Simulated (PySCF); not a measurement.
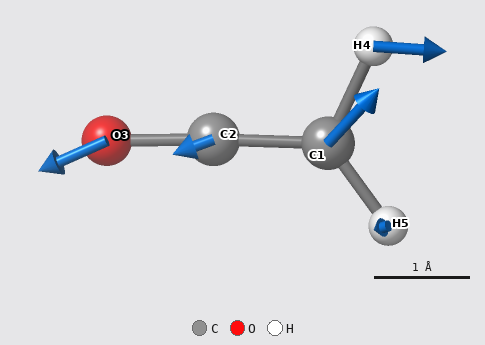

A relaxation of C2H2O. The starting structure is drawn; blue arrows show the displacements, 10 times their true length. The two geometries are superimposed by the best rigid fit.

A ball-and-stick model, seen at a tilt.

The start comes from MMFF94s. Its atoms were then displaced at random by about 0.03 Å.

These are results of PySCF 2.14.0, density-fitted response routines, PBE0-D3(BJ)/def2-SVP geometry optimisation, gas phase, not measurements. 

**Describe the change and its energy.**

Over 5 geometry steps the energy falls by 51.8 kJ/mol. The atom that moves furthest after the best rigid fit is C1 (0.085 Å). Largest moves by element: C 0.085 Å, O 0.082 Å, H 0.078 Å. Near-neighbour distances that change, for instance: C1–C2 1.215 → 1.315 Å, C1–H4 1.141 → 1.090 Å, C2–O3 1.129 → 1.161 Å, C1–H5 1.077 → 1.090 Å. Bond angles that change, for instance: C2–C1–H5 128.0° → 119.4°, C2–C1–H4 113.7° → 119.6°, H4–C1–H5 118.2° → 121.0°.
